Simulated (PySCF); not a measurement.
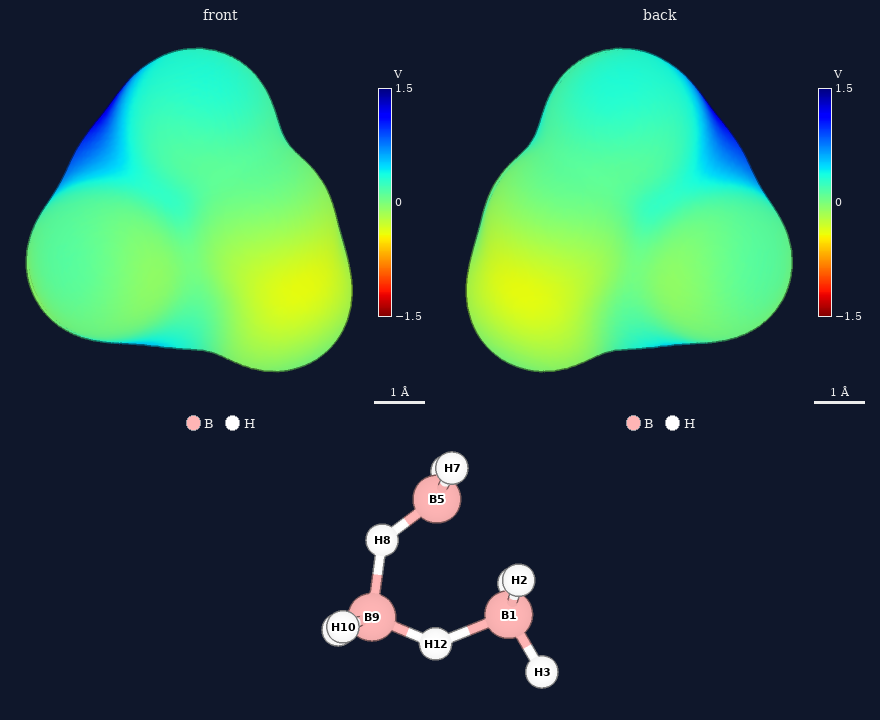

Figure 1: B₃H₉ ((H2B-mu-H)3). The electrostatic potential painted on the density surface at 0.001 e/bohr³, seen from the front and from behind; red is negative and blue positive. The bare structure is drawn below in the same view.

Geometry: GFN2-xTB.

Level of theory: PBE/pcSseg-1, SCF density, gas phase, non-relativistic in PySCF 2.14.0.

| atom | x (Å) | y (Å) | z (Å) |
| --- | --- | --- | --- |
| B | -0.1574 | 0.9418 | -0.9786 |
| H | 0.5713 | 1.5618 | -0.2874 |
| H | -0.0313 | 1.2294 | -2.1163 |
| H | -1.2939 | 0.8493 | -0.6741 |
| B | -0.3855 | 0.2812 | 1.3407 |
| H | -1.5274 | 0.2537 | 1.5617 |
| H | 0.3312 | 0.9673 | 1.9482 |
| H | 0.0977 | -0.7795 | 0.9756 |
| B | 0.5378 | -1.2766 | -0.2386 |
| H | 1.6791 | -1.4767 | -0.0530 |
| H | -0.1764 | -2.1865 | -0.4356 |
| H | 0.3550 | -0.3651 | -1.0426 |

Q: Where is the surface potential most negative and most positive?

A: The most negative region (about −0.4 V, or −9 kcal/mol for a unit charge) lies over H3, the most positive (about +1.2 V, or +28 kcal/mol for a unit charge) over B5.
